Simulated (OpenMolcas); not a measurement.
**COSe: energy and gradient calculation**

System: COSe, SMILES O=C=[Se].
Method: HF/STO-3G, RHF (OpenMolcas 26.06).

The geometry comes from this level: PBE0-D4/def2-TZVP.

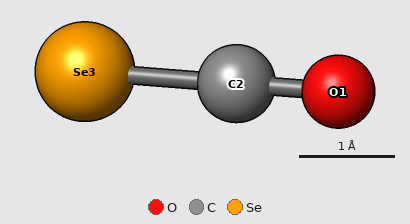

**Figure 1.** The input geometry (ball-and-stick view, seen at a tilt; atoms are numbered from 1 in the order of the input). Bond lengths as drawn: C–O 1.15 Å and C–Se 1.71 Å.

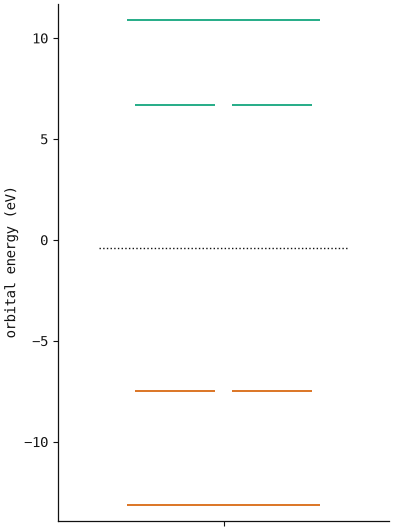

**Figure 2.** Orbital energies near the frontier; the dotted line parts filled from empty levels, and levels within 0.02 eV of each other stand side by side. Highest filled −7.51 eV, lowest empty 6.67 eV, 14.18 eV apart.

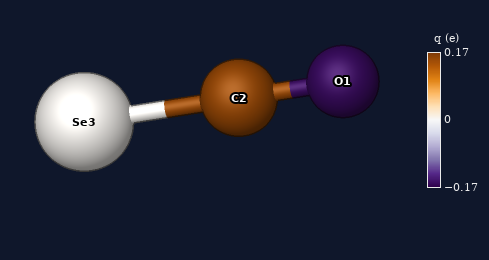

**Figure 3.** Mulliken charges, as the colour of each atom (ball-and-stick view, seen at a tilt; atoms are numbered from 1 in the order of the input). By element: O −0.16, C +0.16 and Se 0.00 e.

The input that produced these results follows, with the program's output.

## Input file
```
>>> EXPORT MOLCAS_PRINT=2

&GATEWAY
 BASLIB=$CurrDir
 COORD
 3
 angstrom
 O       -0.819960       0.994920      -0.346520
 C       -0.114120       0.138480      -0.048230
 Se       0.934090      -1.133390       0.394750
 BASIS=STO-3G
 GROUP=NoSym

&SEWARD

&SCF
 THRESHOLDS=1e-10 1e-07 1e-07 1e-05
 PRORBITALS=1 1

&ALASKA
```

Command:
```bash
export MOLCAS_MEM=1860
pymolcas job.inp > job.log
```

## What the program printed
```
--- Start Module: gateway ---

                                              &GATEWAY

                       available to each process: 1.9 GB of memory, 1 thread

 Basis Set     1 Label: O.STO-3G
 Basis set is read from library:.
 basistype.tbl is not found

 Basis Set     2 Label: C.STO-3G
 Basis set is read from library:.
 basistype.tbl is not found

 Basis Set     3 Label: SE.STO-3G
 Basis set is read from library:.
 basistype.tbl is not found

++    Symmetry information:
      ---------------------

                    Character Table for C1

                             E
                    a        1  x, y, xy, Rz, z, xz, Ry, yz, Rx, I
--

++    Basis set information:
      ----------------------

      Basis set label: O.STO-3G.........

      Electronic valence basis set:
      ------------------
      Associated Effective Charge   8.000000 au
      Associated Actual Charge      8.000000 au
      Nuclear Model: Point charge

      Shell  nPrim  nBasis  Cartesian Spherical Contaminant
         s       6       2        X
         p       3       1        X

      Basis set label: C.STO-3G.........

      Electronic valence basis set:
      ------------------
      Associated Effective Charge   6.000000 au
      Associated Actual Charge      6.000000 au
      Nuclear Model: Point charge

      Shell  nPrim  nBasis  Cartesian Spherical Contaminant
         s       6       2        X
         p       3       1        X

      Basis set label: SE.STO-3G.........

      Electronic valence basis set:
      ------------------
      Associated Effective Charge  34.000000 au
      Associated Actual Charge     34.000000 au
      Nuclear Model: Point charge

      Shell  nPrim  nBasis  Cartesian Spherical Contaminant
         s      12       4        X
         p       9       3        X
         d       3       1                 X
--

++    Molecular structure info:
      -------------------------

                    ************************************************
                    **** Cartesian Coordinates / bohr, angstrom ****
                    ************************************************

     Center  Label                x              y              z                     x              y              z
        1      O1              -1.549500       1.880126      -0.654828             -0.819960       0.994920      -0.346520
        2      C2              -0.215656       0.261689      -0.091141             -0.114120       0.138480      -0.048230
        3      SE3              1.765174      -2.141797       0.745969              0.934090      -1.133390       0.394750

                    ***************************************
                    *    InterNuclear Distances / bohr    *
                    ***************************************

               1 O1            2 C2            3 SE3
    1 O1       0.000000
    2 C2       2.171686        0.000000
    3 SE3      5.396773        3.225087        0.000000

                    *******************************************
                    *    InterNuclear Distances / angstrom    *
                    *******************************************

               1 O1            2 C2            3 SE3
    1 O1       0.000000
    2 C2       1.149207        0.000000
    3 SE3      2.855849        1.706643        0.000000
--

            Nuclear Potential Energy            135.75723352 au

--- Stop Module: gateway /rc=_RC_ALL_IS_WELL_ ---

--- Start Module: seward ---

                                              &SEWARD

                       available to each process: 1.9 GB of memory, 1 thread

               SEWARD will generate:
                  Multipole Moment integrals up to order  2
                  Kinetic Energy integrals
                  Nuclear Attraction integrals (point charge)
                  One-Electron Hamiltonian integrals
                  Velocity integrals
                  Orbital angular momentum around (  1.0536  -1.2784   0.4453 )
                  Velocity quadrupole around (  1.0536  -1.2784   0.4453 )
                  Two-Electron Repulsion integrals

                   Integrals are discarded if absolute value <: 1.00E-14
                   Integral cutoff threshold is set to       <: 1.00E-16

            Nuclear Potential Energy            135.75723352 au

      Basis set specifications :
      Symmetry species         a
      Basis functions           28

--- Stop Module: seward /rc=_RC_ALL_IS_WELL_ ---

--- Start Module: scf ---

                                                &SCF

                       available to each process: 1.9 GB of memory, 1 thread

++    Input section:
      --------------

      Header of the integral files:

      Cartesian coordinates in angstrom:
      -----------------------------------------------------
      No.  Label        X            Y            Z
      -----------------------------------------------------
       1   O1        -0.81996000   0.99492000  -0.34652000
       2   C2        -0.11412000   0.13848000  -0.04823000
       3   SE3        0.93409000  -1.13339000   0.39475000
      -----------------------------------------------------
      Nuclear repulsion energy =  135.75723352
--

++    Orbital specifications:
      -----------------------

      Symmetry species               1
                                     a
      Frozen orbitals                0
      Occupied orbitals             24
      Secondary orbitals             4
      Deleted orbitals               0
      Total number of orbitals      28
      Number of basis functions     28
--

      Molecular charge                           0.000

++    Optimization specifications:
      ----------------------------

      SCF Algorithm: Conventional
      Minimized density differences are used
      Number of density matrices in core                 5
      Maximum number of NDDO SCF iterations            400
      Maximum number of HF SCF iterations              400
      Threshold for SCF energy change             1.00E-10
      Threshold for density matrix                1.00E-07
      Threshold for Fock matrix                   1.00E-07
      Threshold for linear dependence             1.00E-09
      Threshold at which DIIS is turned on        1.50E-01
      Maximum depth in the DIIS procedure                5
      Maximum depth in the BFGS Hessian update          30
      Threshold at which QNR/C2DIIS is turned on  7.50E-02
      Threshold for Norm(delta) (QNR/C2DIIS)      1.00E-05
      All orbitals punched on: SCFORB
--

      Input vectors read from INPORB
      Orbital file label: *Guess orbitals

++ Convergence information
                                   SCF        iterations: Energy and convergence statistics

Iter     Tot. SCF        One-elec.       Two-elec.     Energy      Max Dij or  Max Fij      DNorm      TNorm      AccCon     Time
         Energy          Energy          Energy        Change      Delta Norm                                                in Sec.

 The total and one-electron energies are shifted by a value of      2000. a.u.

   1  -484.311108881 -1743.508456499  1123.440114097   0.00E+00    8.32E-01*   2.44E-01*    1.17E+01   2.85E+02   None         0.
   2  -484.403243617 -1752.193419896  1132.032942758  -9.21E-02*   1.47E-01*   1.76E-01*    3.59E+00   2.86E+02   EDIIS        0.
   3  -484.770667587 -1747.944544614  1127.416643506  -3.67E-01*   1.15E-01*   4.24E-02*    8.82E-01   2.86E+02   c2DIIS       0.
   4  -484.788627610 -1748.066575548  1127.520714417  -1.80E-02*   6.90E-02*   1.48E-02*    4.09E-01   2.86E+02   c2DIIS       0.
   5  -484.791444444 -1748.443726174  1127.895048209  -2.82E-03*   2.42E-02*   1.61E-02*    1.66E-01   2.86E+02   QNRc2DIIS    0.
   6  -484.792145083 -1748.199897553  1127.650518949  -7.01E-04*   1.16E-02*   6.01E-03*    3.78E-02   2.86E+02   QNRc2DIIS    0.
   7  -484.792394703 -1748.304158514  1127.754530290  -2.50E-04*   5.83E-03*   1.09E-03*    4.95E-03   2.86E+02   QNRc2DIIS    0.
   8  -484.792419396 -1748.322844818  1127.773191901  -2.47E-05*   8.64E-04*   8.34E-04*    1.49E-03   2.86E+02   QNRc2DIIS    0.
   9  -484.792421923 -1748.324954240  1127.775298796  -2.53E-06*   1.65E-04*   8.14E-05*    4.08E-04   2.86E+02   QNRc2DIIS    0.
  10  -484.792421963 -1748.325539689  1127.775884205  -3.98E-08*   2.32E-05*   9.96E-06*    2.06E-04   2.86E+02   QNRc2DIIS    0.
  11  -484.792421964 -1748.325395832  1127.775740347  -9.43E-10*   3.84E-06    2.47E-06*    2.10E-05   2.86E+02   QNRc2DIIS    0.
  12  -484.792421964 -1748.325378419  1127.775722934  -2.82E-11    4.27E-07    2.03E-07*    9.88E-05   2.86E+02   QNRc2DIIS    0.
  13  -484.792421964 -1748.325380132  1127.775724648  -9.09E-13    2.28E-08    1.46E-08     6.97E-02   2.86E+02   QNRc2DIIS    0.

       Convergence after  13 Iterations
--

 *****************************************************************************************************************************
 *                                             SCF/KS-DFT Program, Final results                                             *
 *                                                       Final Results                                                       *
 *****************************************************************************************************************************

::    Total SCF energy                              -2484.7924219635
      One-electron energy                           -3748.3253801322
      Two-electron energy                            1127.7757246477
      Nuclear repulsion energy                        135.7572335210
      Kinetic energy (interpolated)                  2482.9513296564
      Virial theorem                                    1.0007414935
      Total spin, S(S+1)                                0.0000000000
      Total spin, S                                     0.0000000000
      Max non-diagonal density matrix element           0.0000000249
      Max non-diagonal Fock matrix element              0.0000000040

      All orbitals with orbital energies smaller than  E(LUMO)+0.5 are printed

++    Molecular orbitals:
      -------------------

      Title: SCF orbitals

      Molecular orbitals for symmetry species 1: a

          Orbital            1         2         3         4         5         6         7         8         9        10
          Energy         -455.5851  -58.7508  -53.4660  -53.4638  -53.4638  -20.4454  -11.2110   -8.2159   -6.0598   -6.0461
          Occ. No.          2.0000    2.0000    2.0000    2.0000    2.0000    2.0000    2.0000    2.0000    2.0000    2.0000

          Orbital           11        12        13        14        15        16        17        18        19        20
          Energy           -6.0461   -1.6803   -1.6719   -1.6719   -1.6585   -1.6585   -1.4663   -0.9216   -0.6776   -0.5963
          Occ. No.          2.0000    2.0000    2.0000    2.0000    2.0000    2.0000    2.0000    2.0000    2.0000    2.0000

          Orbital           21        22        23        24        25        26        27
          Energy           -0.5963   -0.4823   -0.2758   -0.2758    0.2450    0.2450    0.4005
          Occ. No.          2.0000    2.0000    2.0000    2.0000    0.0000    0.0000    0.0000

--

++    Molecular charges:
      ------------------

      Mulliken charges per centre and basis function type
      ---------------------------------------------------

                O1      C2      SE3
      1s       3.8517  3.2287  7.8888
      2px      1.4315  0.8781  5.3281
      2pz      1.4594  0.8353  5.6411
      2py      1.4155  0.9027  5.1481
      3d2+     0.0000  0.0000  1.9992
      3d1+     0.0000  0.0000  1.9992
      3d0      0.0000  0.0000  1.9986
      3d1-     0.0000  0.0000  1.9988
      3d2-     0.0000  0.0000  1.9951
      Total    8.1581  5.8449 33.9970

      N-E     -0.1581  0.1551  0.0030

      Total electronic charge=   48.000000

      Total            charge=   -0.000000
--

++    Molecular properties:
      ---------------------

      Charge (e):
                      =   -0.0000
      Dipole Moment (debye):
      Origin of the operator (angstrom)=    0.5575   -0.6765    0.2356
                   X= -6.4335E-01               Y=  7.8063E-01               Z= -2.7189E-01           Total=  1.0475E+00
      Quadrupole Moment (debye*angstrom):
      Origin of the operator (angstrom)=    0.5575   -0.6765    0.2356
                  XX= -2.6682E+01              XY=  1.1549E+00              XZ= -4.0224E-01              YY= -2.7132E+01
                  YZ=  4.8806E-01              ZZ= -2.5900E+01
      In traceless form (debye*angstrom)
                  XX= -1.6617E-01              XY=  1.7323E+00              XZ= -6.0336E-01              YY= -8.4040E-01
                  YZ=  7.3209E-01              ZZ=  1.0066E+00
--

--- Stop Module: scf /rc=_RC_ALL_IS_WELL_ ---

--- Start Module: alaska ---

                                              &ALASKA

                       available to each process: 1.9 GB of memory, 1 thread

                     Threshold for contributions to the gradient: 1.000E-07

                    ********************************************
                    * Symmetry Adapted Cartesian Displacements *
                    ********************************************

           Irreducible representation : a
           Basis function(s) of irrep: x, y, xy, Rz, z, xz, Ry, yz, Rx, I

 Basis Label        Type   Center Phase
   1   O1           x         1     1
   2   O1           y         1     1
   3   O1           z         1     1
   4   C2           x         2     1
   5   C2           y         2     1
   6   C2           z         2     1
   7   SE3          x         3     1
   8   SE3          y         3     1
   9   SE3          z         3     1

                     No automatic utilization of translational and rotational invariance of the energy is employed.

 Conventional ERI gradients!

 **************************************************
 *              Molecular gradients               *
 **************************************************

  Irreducible representation: a
 ------------------------------------------------------------------------------------------
                              X                       Y                       Z
 ------------------------------------------------------------------------------------------
  O1                2.94972616100520E-02   -3.57912843583428E-02    1.24657544623519E-02
  C2               -4.72097350128431E-02    5.72833984984777E-02   -1.99512406065616E-02
  SE3               1.77124734027636E-02   -2.14921141401376E-02    7.48548614421551E-03
 ------------------------------------------------------------------------------------------

--- Stop Module: alaska /rc=_RC_ALL_IS_WELL_ ---

.##################.
.# Happy landing! #.
.##################.

    Timing: Wall=1.59 User=1.21 System=0.33
```

## Key numbers

- outcome: converged
- total energy: −2484.792422 hartree
- basis functions: 28
- largest force: 3.953 eV/Å
- HOMO: −7.51 eV
- LUMO: 6.67 eV
- dipole moment: 1.05 debye
- hardware: 1 thread of Arm Neoverse V2, 24 GiB of memory available, shared host
- wall time: 1.8 s
- peak memory: 0.37 GiB
